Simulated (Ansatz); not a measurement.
# Tin, hcp under LDA: from relaxation to bulk modulus

The plan for tin in the hcp structure: relax it, solve it on a dense k-mesh, switch on spin-orbit coupling, then scale the cell to 7 volumes from 88 to 112 % of the relaxed one and try a fit of the equation of state. The k-meshes are 11×11×6 for the relaxation; 18×18×10 for the dense run; 11×11×6 for spin-orbit coupling; 12×12×7 for the volumes.

Program: Ansatz 0.2.0. Level of theory: DFT LDA (PW92), plane waves (420 eV) with PAW, scalar-relativistic; PAW files made under PBE, frozen cores solved again for the functional. These are calculated values, not measurements.

### Step 1. The structure to begin with

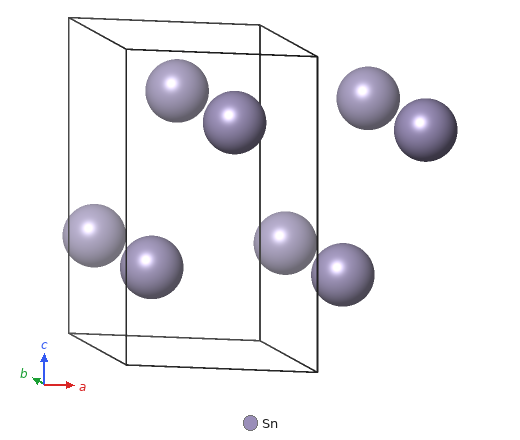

The structure, seen slightly off an axis (tin purple). 2×2×1 cells are drawn. Any atoms on the faces are drawn again on the opposite ones.

Coordinates:

```cif
data_structure
_symmetry_space_group_name_H-M 'P6_3/mmc'
_symmetry_Int_Tables_number 194
_cell_length_a 3.4099
_cell_length_b 3.4099
_cell_length_c 5.5683
_cell_angle_alpha 90.000
_cell_angle_beta 90.000
_cell_angle_gamma 120.000
_cell_volume 56.07
loop_
_atom_site_label
_atom_site_type_symbol
_atom_site_symmetry_multiplicity
_atom_site_Wyckoff_symbol
_atom_site_fract_x
_atom_site_fract_y
_atom_site_fract_z
_atom_site_occupancy
Sn1 Sn 2 c 0.33333 0.66667 0.25000 1
```

### Step 2. Relaxing cell and atoms

Input file input.yaml:

```yaml
crystal:
  lattice:
    - [3.4098662044, 0.0, 0.0]
    - [-1.7049331022, 2.9530307565, 0.0]
    - [0.0, 0.0, 5.5683115117]
  atoms:
    - { symbol: Sn, position: [0.3333333333, 0.6666666667, 0.25] }
    - { symbol: Sn, position: [0.6666666667, 0.3333333333, 0.75] }
hamiltonian:
  xc: lda
  pseudopotentials:
    kind: paw
    azcp:
      Sn: "pseudopotentials/Sn.paw.azcp"
basis:
  ecutwfc: 420
  fft_grid_basis: typed
kpoints:
  mp_grid: { grid: [11, 11, 6], shift: [0, 0, 0] }
magnetization:
  spin_polarized: false
scf:
  occupations: { method: fermi_dirac, width: 0.1 }
relax:
  max_steps: 60
  f_tol: 0.01
  cell: {}
output:
  write_density: true
  write_potential: true
  elf: true
  volumetric_format: npy
```

What it wrote, shortened:

```text
Warning: <dir> the record states the generating functional pbe (its physics header spells it `PBE`), which answers neither for hamiltonian.xc's functional nor for the lda family's — results may be inconsistent (PPs are generated against a specific XC)
Warning: RAYON_NUM_THREADS=2 ignored (pool sized by the plan → 2); use --threads N
[...]
Pseudopotentials: kind: paw
Pseudopotential: Sn, paw, valence charge 14, recommended cutoff 420 eV (normal), <dir>
Functional definition: SPW92
[...]
Crystal: 2 atoms, lattice volume = 56.070 Å³
Basis set: ecut = 420 eV, 1099 PW (Γ)
Bands: 18, of which v1, the nominal top of the filled ones, is band 14 counted from 1 (13 counted from 0)
Symmetry: 24 space group operations
Space group: P63/mmc (ITA 194), of the structure as read, at distance tolerance 3.8e-5 Å
k-points: 64 of 726
[...]
SCF iter   1: F=—  HF=-11758.959678 eV  |F-HF|=—  |Δ(HF+E_count)|=         —  Δρ=6.58e-3  dr2=1.16e-2  ethr=1.77e-3  ⟨swp⟩=5.4  Hψ=5557  notcnv=0
[...]
relax step   1: F+E_penalty+E_count = -11758.95282928 eV  Δ(F+E_penalty+E_count) = +0.000e0 eV  max|allowed force component| = 4.163e-17 eV/Å  Δτ_max = 0.0000 Å  P = -4.385 GPa  Ω = 56.070 Å³  (6 SCF iters, dr2 threshold 1.00e-7 eV, accepted)
[...]
relax step   4: F+E_penalty+E_count = -11759.03078954 eV  Δ(F+E_penalty+E_count) = -1.083e-4 eV  max|allowed force component| = 1.527e-16 eV/Å  Δτ_max = 0.0000 Å  P = -0.005 GPa  Ω = 51.148 Å³  energy of the carried Pulay correction = +8.769e-4 eV  (3 SCF iters, dr2 threshold 9.77e-8 eV, accepted)
[...]
relax step   5: F+E_penalty+E_count = -11759.02993564 eV  Δ(F+E_penalty+E_count) = +8.539e-4 eV  max|allowed force component| = 1.434e-16 eV/Å  Δτ_max = 0.0000 Å  P = -0.009 GPa  Ω = 51.148 Å³  stress off target by 1.26e-2 GPa  SCF on the basis re-selected at this cell (its energy is not [...]
SCF converged after 5 iterations
Free energy (F): -11759.029936 eV
[...]
E sigma→0 (E₀):  -11759.015111 eV
Entropy (-TS):   -0.029650 eV (-14.825 meV/atom)
Fermi energy:    11.483090 eV
[...]
--- Forces (eV/Å), atoms counted from 1 ---
  atom   1  Sn     0.00000000     0.00000000     0.00000000
  atom   2  Sn     0.00000000    -0.00000000    -0.00000000
[...]
--- Stress (GPa, compression-positive) ---
       -0.012558      -0.000000       0.000000
        0.000000      -0.012558      -0.000000
        0.000000      -0.000000      -0.001342
  P = ⅓ Tr σ = -0.0088 GPa (-0.088 kbar)
--- Band table (eV; the first three rows and the last of 64) ---
  k-point 0: bands = ["-10.0099", "-10.0070", "-9.9897", "-9.9897", "-9.9771", "-9.9771", "-9.9297", "-9.9297", "-9.8233", "-9.8233", "-0.1373", "4.3096", "6.5180", "17.7075", "17.7075", "19.3304", "19.5123", "19.5123"]
[...]
--- Relaxed structure (4 steps of the walk, 4 accepted, 1 SCFs on fresh bases) ---
  F+E_penalty+E_count = -11759.02993564 eV   max|allowed force component| = 1.434e-16 eV/Å   (the final SCF, on the basis selected at the relaxed cell)
  cell:  # Å, volume = 51.1484 Å³
    - [3.2864412421585887, -1.4641545589067268e-32, 0.0]
    - [-1.6432206210792943, 2.8461416037542238, 0.0]
    - [0.0, 0.0, 5.46826255290382]
  atoms:
    - { symbol: Sn, position: [0.3333333333333333, 0.6666666666666666, 0.25000000000000006] }
    - { symbol: Sn, position: [0.6666666666666666, 0.3333333333333333, 0.7500000000000001] }
```

Run time: 8.7 s. Hardware: 2 threads of Intel Xeon Platinum 8488C (Sapphire Rapids), shared host; peak memory 0.42 GiB.

Step by step:

```tsv
step	energy change (meV/atom)	largest force (eV/Å)	pressure (GPa)	volume (Å³/atom)
1	0.00	0.0000	-4.39	28.035
2	-37.80	0.0000	0.98	25.168
3	-38.93	0.0000	-0.16	25.642
4	-38.98	0.0000	0.00	25.574
5	-38.55	0.0000	-0.01	25.574
```

Steps that repeat a cell are solved on a basis chosen anew, so their changes of energy are no gain of the relaxation.

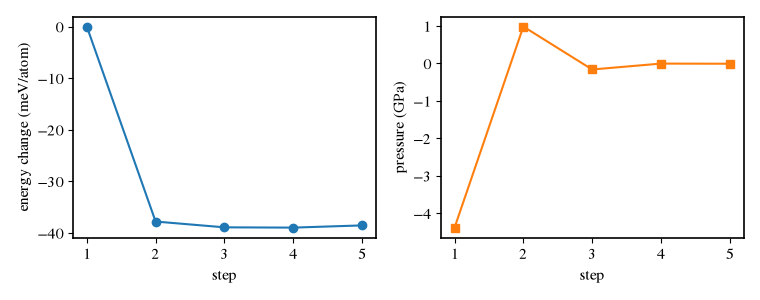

Energy and pressure over the accepted steps.

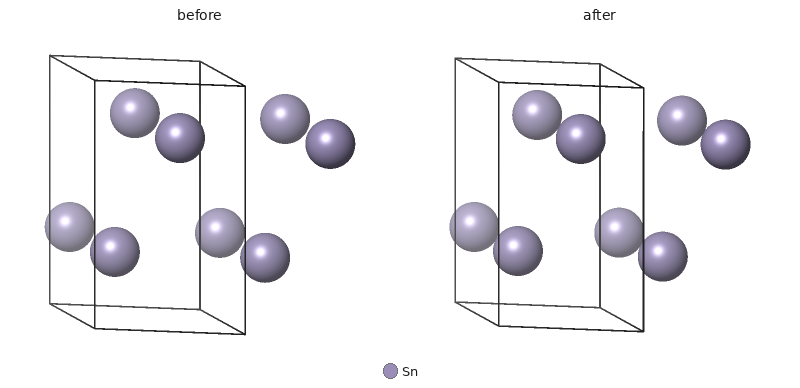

Before and after, at one scale. The cells drawn are those of the first picture.

Changes in the cell that was computed:

|  | before | after | change |
| --- | --- | --- | --- |
| a (Å) | 3.410 | 3.286 | -3.6 % |
| b (Å) | 3.410 | 3.286 | -3.6 % |
| c (Å) | 5.568 | 5.468 | -1.8 % |
| volume (Å³/atom) | 28.035 | 25.574 | -8.8 % |
| shortest distance (Å) | 3.410 | 3.286 | -3.6 % |
| space group (spins left aside) | P6_3/mmc | P6_3/mmc | same |

### Step 3. The energy on a finer k-mesh

input.yaml, as its differences from that of step 2:

```diff
@@ -2,5 +2,5 @@
   lattice:
-    - [3.4098662044, 0.0, 0.0]
-    - [-1.7049331022, 2.9530307565, 0.0]
-    - [0.0, 0.0, 5.5683115117]
+    - [3.2864412422, 0.0, 0.0]
+    - [-1.6432206211, 2.8461416038, 0.0]
+    - [0.0, 0.0, 5.4682625529]
   atoms:
@@ -18,3 +18,3 @@
 kpoints:
-  mp_grid: { grid: [11, 11, 6], shift: [0, 0, 0] }
+  mp_grid: { grid: [18, 18, 10], shift: [0, 0, 0] }
 magnetization:
@@ -23,6 +23,2 @@
   occupations: { method: fermi_dirac, width: 0.1 }
-relax:
-  max_steps: 60
-  f_tol: 0.01
-  cell: {}
 output:
```

What it wrote, shortened:

```text
Warning: <dir> the record states the generating functional pbe (its physics header spells it `PBE`), which answers neither for hamiltonian.xc's functional nor for the lda family's — results may be inconsistent (PPs are generated against a specific XC)
Warning: RAYON_NUM_THREADS=2 ignored (pool sized by the plan → 2); use --threads N
[...]
Pseudopotentials: kind: paw
Pseudopotential: Sn, paw, valence charge 14, recommended cutoff 420 eV (normal), <dir>
Functional definition: SPW92
[...]
Crystal: 2 atoms, lattice volume = 51.148 Å³
Basis set: ecut = 420 eV, 1003 PW (Γ)
Bands: 18, of which v1, the nominal top of the filled ones, is band 14 counted from 1 (13 counted from 0)
Symmetry: 24 space group operations
Space group: P63/mmc (ITA 194), of the structure as read, at distance tolerance 3.7e-5 Å
k-points: 222 of 3240
[...]
SCF iter   1: F=—  HF=-11759.013875 eV  |F-HF|=—  |Δ(HF+E_count)|=         —  Δρ=6.89e-3  dr2=1.14e-2  ethr=1.77e-3  ⟨swp⟩=5.4  Hψ=19249  notcnv=0
[...]
SCF iter   7: F=-11759.007006 eV  HF=-11759.007006 eV  |F-HF|=1.74e-8  |Δ(HF+E_count)|=   7.47e-7  Δρ=6.29e-6  dr2=1.73e-8  ethr=3.57e-10  ⟨swp⟩=1.4  Hψ=12294  notcnv=0
[...]
SCF converged after 7 iterations
Free energy (F): -11759.007006 eV
[...]
E sigma→0 (E₀):  -11758.988171 eV
Entropy (-TS):   -0.037669 eV (-18.834 meV/atom)
Fermi energy:    11.445794 eV
[...]
--- Band table (eV; the first three rows and the last of 222) ---
  k-point 0: bands = ["-10.0086", "-10.0057", "-9.9914", "-9.9914", "-9.9788", "-9.9788", "-9.9289", "-9.9289", "-9.8226", "-9.8226", "-0.1375", "4.3083", "6.5200", "17.7071", "17.7071", "19.3317", "19.5119", "19.5119"]
[...]
```

It took 5.5 s on 2 threads of Intel Xeon Platinum 8488C (Sapphire Rapids), shared host; peak memory 0.47 GiB.

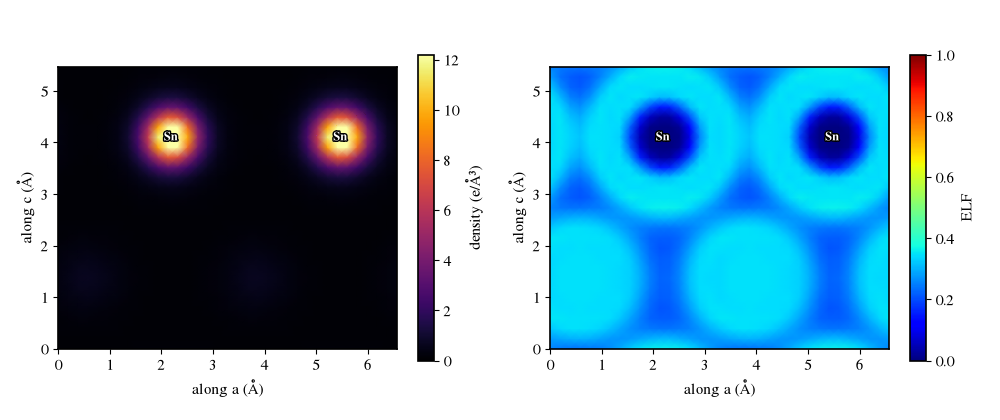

Density (left) and ELF (right) in a lattice plane of the grid's cell (edges 3.29 and 5.47 Å, at 0.333 of the third edge), which holds Sn. Only atoms in the plane are labelled; the density scale stops at 12.19 e/Å³. Both are smooth fields of the valence electrons: close to the nuclei they are not physical.

### Step 4. With spin-orbit coupling

input.yaml, as its differences from that of step 3:

```diff
@@ -11,3 +11,3 @@
   pseudopotentials:
-    kind: paw
+    kind: paw_fr
     azcp:
@@ -18,5 +18,6 @@
 kpoints:
-  mp_grid: { grid: [18, 18, 10], shift: [0, 0, 0] }
+  mp_grid: { grid: [11, 11, 6], shift: [0, 0, 0] }
 magnetization:
-  spin_polarized: false
+  noncollinear: true
+  spin_orbit: true
 scf:
```

What it wrote, shortened:

```text
Warning: <dir> the record states the generating functional pbe (its physics header spells it `PBE`), which answers neither for hamiltonian.xc's functional nor for the lda family's — results may be inconsistent (PPs are generated against a specific XC)
Warning: RAYON_NUM_THREADS=2 ignored (pool sized by the plan → 2); use --threads N
[...]
Pseudopotentials: kind: paw_fr
Pseudopotential: Sn, paw_fr, valence charge 14, recommended cutoff 420 eV (normal), <dir>
Functional definition: SPW92
[...]
non-collinear run that drives no moment, with spin-orbit: no starting moment large enough to seed its density (crystal.atoms[].spin), no starting occupations that ask for one, no magnetisation constraint and no magnetic field, so the semilocal B_xc is pinned to zero
Crystal: 2 atoms, lattice volume = 51.148 Å³
Basis set: ecut = 420 eV, 1003 PW (Γ)
Bands: 36, of which v1, the nominal top of the filled ones, is band 28 counted from 1 (27 counted from 0)
Symmetry: 24 space group operations + 24 with time reversal
[...]
Projection manifold: j_resolved (fully-relativistic pseudo-atomic orbitals)
[...]
SCF iter   1: F=—  HF=-11763.188181 eV  |F-HF|=—  |Δ(HF+E_count)|=         —  Δρ=1.08e-2  dr2=7.62e-2  dr2_m=0.00e0 (ungated)  ethr=3.10e-3  |M|=0.00e0 ∫|m|=0.00e0 μB  |m|>n=0.0e0 m-floor=0.0e0 τ_xc=0.0e0  β_m=0.30  ⟨swp⟩=9.3  Hψ=6638  notcnv=0
[...]
spin=Noncollinear: Kerker preconditioning applied to the charge; magnetization (m_x, m_y, m_z) channels mix plain (no charge-response kernel on spin).
[...]
SCF iter   7: F=-11763.146713 eV  HF=-11763.146713 eV  |F-HF|=1.44e-9  |Δ(HF+E_count)|=   1.50e-8  Δρ=2.01e-6  dr2=2.12e-9  dr2_m=0.00e0 (ungated)  ethr=2.50e-10  |M|=0.00e0 ∫|m|=0.00e0 μB  |m|>n=0.0e0 m-floor=0.0e0 τ_xc=0.0e0  ⟨swp⟩=1.0  Hψ=3402  notcnv=0
[...]
SCF converged after 7 iterations
Magnetization: |M| = 0.0000 μB,  M = (+0.0000, +0.0000, +0.0000) μB
Absolute magnetization: 0.0000 μB (∫|m|)
  site 0: m = (+0.0000, +0.0000, +0.0000) μB, |m| = 0.0000 μB  (R = 1.36 Å)
  site 1: m = (+0.0000, +0.0000, +0.0000) μB, |m| = 0.0000 μB  (R = 1.36 Å)
Free energy (F): -11763.146713 eV
[...]
E sigma→0 (E₀):  -11763.131646 eV
Entropy (-TS):   -0.030134 eV (-15.067 meV/atom)
Fermi energy:    11.466074 eV
[...]
--- Band table (eV; the first three rows and the last of 64) ---
[...]
```

Wall time 12 s (2 threads of Intel Xeon Platinum 8488C (Sapphire Rapids), shared host); peak memory 0.54 GiB.

Side by side:

```tsv
	scalar-relativistic	with spin-orbit coupling
k-mesh	18×18×10	11×11×6
gap on the mesh	none (levels filled in part)	none (levels filled in part)
```

The meshes differ, so small differences between the columns need not come from spin-orbit coupling.

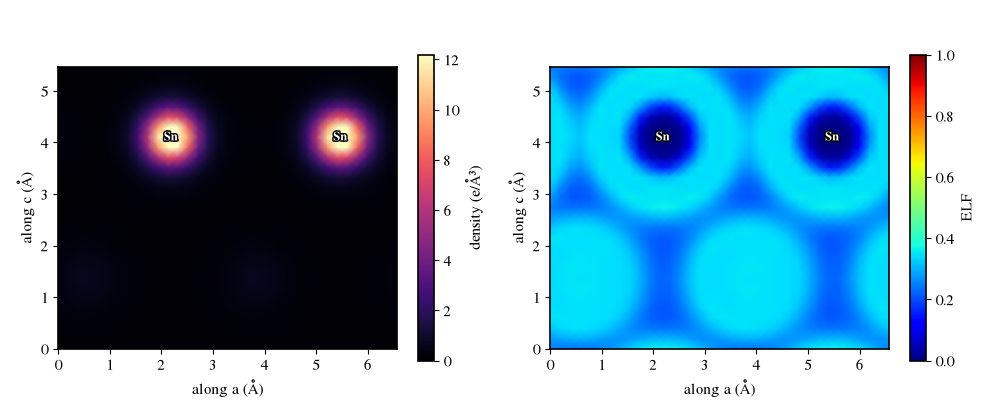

Density (left) and ELF (right) in a lattice plane of the grid's cell (edges 3.29 and 5.47 Å, at 0.333 of the third edge), which holds Sn. Only atoms in the plane are labelled; the density scale stops at 12.19 e/Å³. Both are smooth fields of the valence electrons: close to the nuclei they are not physical.

### Step 5. Equation of state: 88 %

Input file input.yaml:

```yaml
crystal:
  lattice:
    - [3.1493439653, 0.0, 0.0]
    - [-1.5746719827, 2.7274118792, 0.0]
    - [0.0, 0.0, 5.2401483559]
  atoms:
    - { symbol: Sn, position: [0.3333333333, 0.6666666667, 0.25] }
    - { symbol: Sn, position: [0.6666666667, 0.3333333333, 0.75] }
hamiltonian:
  xc: lda
  pseudopotentials:
    kind: paw
    azcp:
      Sn: "pseudopotentials/Sn.paw.azcp"
basis:
  ecutwfc: 420
  fft_grid_basis: typed
kpoints:
  mp_grid: { grid: [12, 12, 7], shift: [0, 0, 0] }
magnetization:
  spin_polarized: false
scf:
  occupations: { method: fermi_dirac, width: 0.1 }
  lower_state_search: "off"
output:
  stress: true
  write_density: true
  write_potential: true
  elf: true
  volumetric_format: npy
```

What it wrote, shortened:

```text
Warning: <dir> the record states the generating functional pbe (its physics header spells it `PBE`), which answers neither for hamiltonian.xc's functional nor for the lda family's — results may be inconsistent (PPs are generated against a specific XC)
Warning: RAYON_NUM_THREADS=2 ignored (pool sized by the plan → 2); use --threads N
[...]
Pseudopotentials: kind: paw
Pseudopotential: Sn, paw, valence charge 14, recommended cutoff 420 eV (normal), <dir>
Functional definition: SPW92
[...]
Crystal: 2 atoms, lattice volume = 45.011 Å³
Basis set: ecut = 420 eV, 881 PW (Γ)
Bands: 18, of which v1, the nominal top of the filled ones, is band 14 counted from 1 (13 counted from 0)
Symmetry: 24 space group operations
Space group: P63/mmc (ITA 194), of the structure as read, at distance tolerance 3.6e-5 Å
k-points: 76 of 1008
[...]
SCF iter   1: F=—  HF=-11758.825111 eV  |F-HF|=—  |Δ(HF+E_count)|=         —  Δρ=7.61e-3  dr2=1.17e-2  ethr=1.77e-3  ⟨swp⟩=5.5  Hψ=6660  notcnv=0
[...]
SCF iter   7: F=-11758.818612 eV  HF=-11758.818612 eV  |F-HF|=7.99e-10  |Δ(HF+E_count)|=   6.27e-8  Δρ=1.78e-6  dr2=1.98e-9  ethr=3.57e-10  ⟨swp⟩=9.4  Hψ=9393  notcnv=0
[...]
SCF converged after 7 iterations
Free energy (F): -11758.818612 eV
[...]
E sigma→0 (E₀):  -11758.801047 eV
Entropy (-TS):   -0.035129 eV (-17.565 meV/atom)
Fermi energy:    13.596867 eV
[...]
--- Stress (GPa, compression-positive) ---
       11.175837      -0.000000       0.000000
        0.000000      11.175837       0.000000
        0.000000       0.000000       8.103166
  P = ⅓ Tr σ = 10.1516 GPa (101.516 kbar)
--- Band table (eV; the first three rows and the last of 76) ---
  k-point 0: bands = ["-8.0229", "-8.0118", "-7.9822", "-7.9822", "-7.9622", "-7.9622", "-7.8921", "-7.8921", "-7.7368", "-7.7368", "0.9361", "6.1883", "7.8869", "20.6663", "20.6663", "22.5215", "22.7089", "22.7089"]
[...]
```

Run time: 2.8 s. Hardware: 2 threads of Intel Xeon Platinum 8488C (Sapphire Rapids), shared host; peak memory 0.4 GiB.

### Step 6. Equation of state: 92 %

input.yaml, as its differences from that of step 5:

```diff
@@ -2,5 +2,5 @@
   lattice:
-    - [3.1493439653, 0.0, 0.0]
-    - [-1.5746719827, 2.7274118792, 0.0]
-    - [0.0, 0.0, 5.2401483559]
+    - [3.1963560301, 0.0, 0.0]
+    - [-1.5981780151, 2.7681255216, 0.0]
+    - [0.0, 0.0, 5.3183710578]
   atoms:
@@ -26,5 +26 @@
   stress: true
-  write_density: true
-  write_potential: true
-  elf: true
-  volumetric_format: npy
```

What it wrote, shortened:

```text
Warning: <dir> the record states the generating functional pbe (its physics header spells it `PBE`), which answers neither for hamiltonian.xc's functional nor for the lda family's — results may be inconsistent (PPs are generated against a specific XC)
Warning: RAYON_NUM_THREADS=2 ignored (pool sized by the plan → 2); use --threads N
[...]
Pseudopotentials: kind: paw
Pseudopotential: Sn, paw, valence charge 14, recommended cutoff 420 eV (normal), <dir>
Functional definition: SPW92
[...]
Crystal: 2 atoms, lattice volume = 47.056 Å³
Basis set: ecut = 420 eV, 929 PW (Γ)
Bands: 18, of which v1, the nominal top of the filled ones, is band 14 counted from 1 (13 counted from 0)
Symmetry: 24 space group operations
Space group: P63/mmc (ITA 194), of the structure as read, at distance tolerance 3.6e-5 Å
k-points: 76 of 1008
[...]
SCF iter   1: F=—  HF=-11758.926861 eV  |F-HF|=—  |Δ(HF+E_count)|=         —  Δρ=7.30e-3  dr2=1.14e-2  ethr=1.77e-3  ⟨swp⟩=5.5  Hψ=6646  notcnv=0
[...]
SCF iter   7: F=-11758.920224 eV  HF=-11758.920224 eV  |F-HF|=1.76e-9  |Δ(HF+E_count)|=   2.51e-7  Δρ=2.98e-6  dr2=3.45e-9  ethr=3.57e-10  ⟨swp⟩=4.8  Hψ=5058  notcnv=0
[...]
SCF converged after 7 iterations
Free energy (F): -11758.920224 eV
[...]
E sigma→0 (E₀):  -11758.901357 eV
Entropy (-TS):   -0.037735 eV (-18.867 meV/atom)
Fermi energy:    12.815134 eV
[...]
--- Stress (GPa, compression-positive) ---
        6.758199       0.000000       0.000000
        0.000000       6.758199       0.000000
        0.000000       0.000000       4.278790
  P = ⅓ Tr σ = 5.9317 GPa (59.317 kbar)
```

It took 1.6 s on 2 threads of Intel Xeon Platinum 8488C (Sapphire Rapids), shared host; peak memory 0.36 GiB.

### Step 7. Equation of state: 96 %

input.yaml, as its differences from that of step 6:

```diff
@@ -2,5 +2,5 @@
   lattice:
-    - [3.1963560301, 0.0, 0.0]
-    - [-1.5981780151, 2.7681255216, 0.0]
-    - [0.0, 0.0, 5.3183710578]
+    - [3.2420244292, 0.0, 0.0]
+    - [-1.6210122146, 2.8076755154, 0.0]
+    - [0.0, 0.0, 5.3943580534]
   atoms:
```

What it wrote, shortened:

```text
Warning: <dir> the record states the generating functional pbe (its physics header spells it `PBE`), which answers neither for hamiltonian.xc's functional nor for the lda family's — results may be inconsistent (PPs are generated against a specific XC)
Warning: RAYON_NUM_THREADS=2 ignored (pool sized by the plan → 2); use --threads N
[...]
Pseudopotentials: kind: paw
Pseudopotential: Sn, paw, valence charge 14, recommended cutoff 420 eV (normal), <dir>
Functional definition: SPW92
[...]
Crystal: 2 atoms, lattice volume = 49.102 Å³
Basis set: ecut = 420 eV, 967 PW (Γ)
Bands: 18, of which v1, the nominal top of the filled ones, is band 14 counted from 1 (13 counted from 0)
Symmetry: 24 space group operations
Space group: P63/mmc (ITA 194), of the structure as read, at distance tolerance 3.7e-5 Å
k-points: 76 of 1008
[...]
SCF iter   1: F=—  HF=-11758.980674 eV  |F-HF|=—  |Δ(HF+E_count)|=         —  Δρ=7.02e-3  dr2=1.12e-2  ethr=1.77e-3  ⟨swp⟩=5.4  Hψ=6610  notcnv=0
[...]
SCF iter   7: F=-11758.973923 eV  HF=-11758.973923 eV  |F-HF|=8.03e-9  |Δ(HF+E_count)|=   5.03e-7  Δρ=5.17e-6  dr2=9.06e-9  ethr=3.57e-10  ⟨swp⟩=3.0  Hψ=5575  notcnv=0
[...]
SCF converged after 7 iterations
Free energy (F): -11758.973923 eV
[...]
E sigma→0 (E₀):  -11758.953503 eV
Entropy (-TS):   -0.040839 eV (-20.419 meV/atom)
Fermi energy:    12.099259 eV
[...]
--- Stress (GPa, compression-positive) ---
        3.269600      -0.000000       0.000000
        0.000000       3.269600       0.000000
        0.000000       0.000000       1.293306
  P = ⅓ Tr σ = 2.6108 GPa (26.108 kbar)
```

Run time: 1.9 s. Hardware: 2 threads of Intel Xeon Platinum 8488C (Sapphire Rapids), shared host; peak memory 0.38 GiB.

[end of part 1 of 2]
